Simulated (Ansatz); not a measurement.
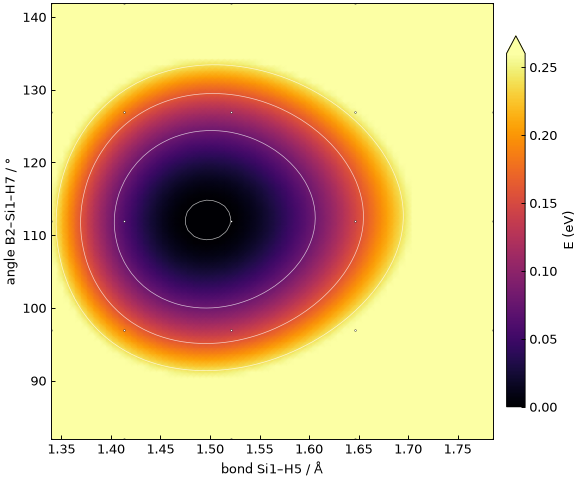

BCl₂H₃Si, SMILES [SiH3]B(Cl)Cl. Two internal coordinates are moved rigidly from the geometry relaxed at PBE0-D4/def2-TZVP, all others fixed. Coordinates scanned: (1) bond Si1–H5; (2) angle B2–Si1–H7. The scan uses a 5 × 5 grid. Energies are in eV, from the lowest grid point. Theory: RKS PBE-D4/def2-TZVPP in Ansatz.

The picture shows a smooth colour map with a few white contour lines, dots at the grid points, one colour for all values above the top of the scale. Between grid points the surface is interpolated.

Q: Where is the minimum, and how stiff is the well along each coordinate?

A: The interpolated minimum is at bond Si1–H5 ≈ 1.497 Å, angle B2–Si1–H7 ≈ 112°. The curvatures there are about 17 eV/Å² and 3.6 eV/rad², with a cross term of about −0.2 eV/(Å·rad). Round the minimum the two coordinates are nearly uncoupled.
